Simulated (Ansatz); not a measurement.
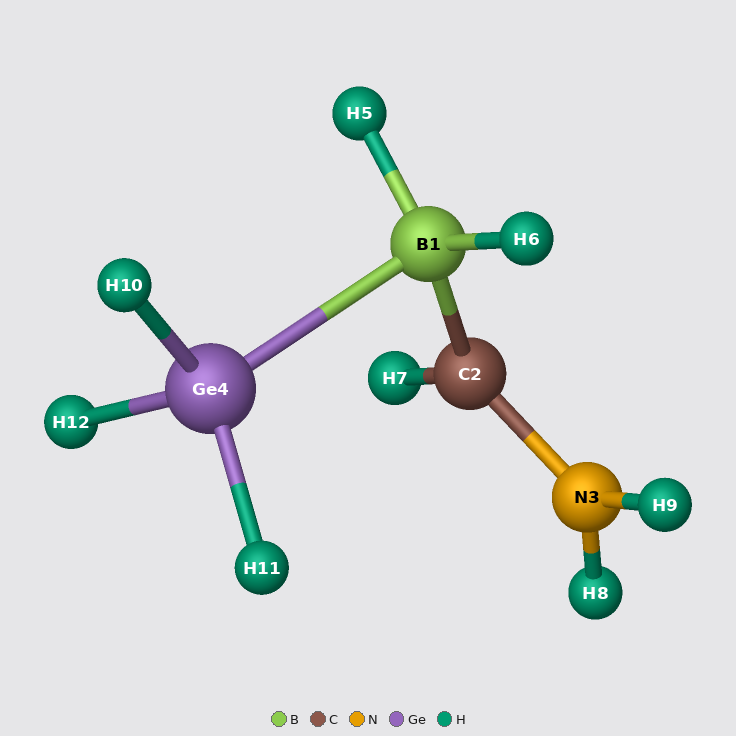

Harmonic vibrations computed with RKS PBE0-D4/def2-TZVP (Ansatz 0.2.0) at a stationary point of the same level.

Is this a minimum or a saddle point?

Answer. A minimum: no imaginary frequency, and the lowest mode lies at 90 cm⁻¹.

List the wavenumbers.

Answer. 30 modes: 90, 124, 226, 363, 434, 453, 469, 551, 683, 732, 799, 831, 870, 883, 890, 969, 1042, 1157, 1192, 1369, 1512, 1671, 2095, 2106, 2128, 2493, 2570, 3134, 3585, 3705 cm⁻¹.
